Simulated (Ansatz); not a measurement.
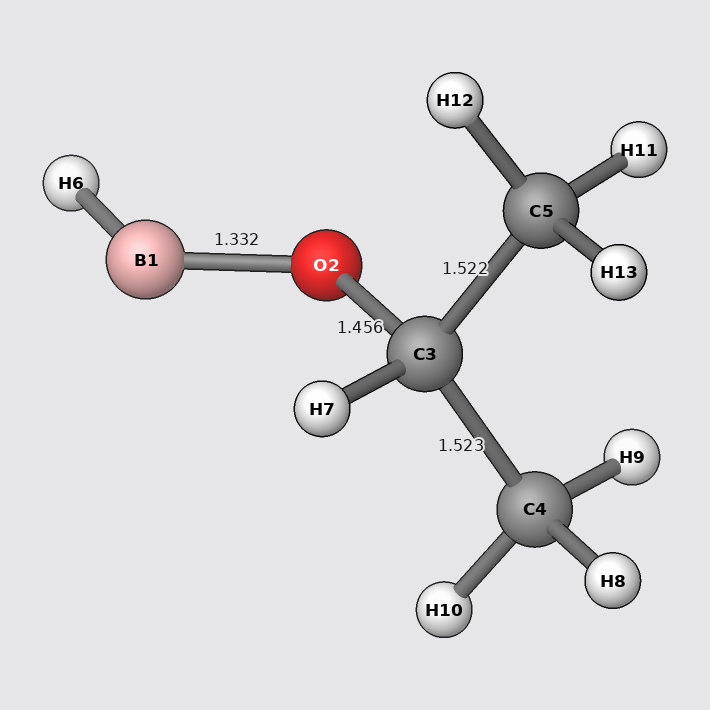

Bond lengths are marked in Å; every bond is drawn as one stick. State: neutral, doublet. The computed structure is the end point of a PBE-D4/def2-SVP optimisation. No frequency run is at hand to confirm it as a minimum.

Assign a bond order to each marked bond.

B1–O2 single; O2–C3 single; C3–C4 single; C3–C5 single. This is one Lewis structure.

Write the SMILES.

[BH]OC(C)C
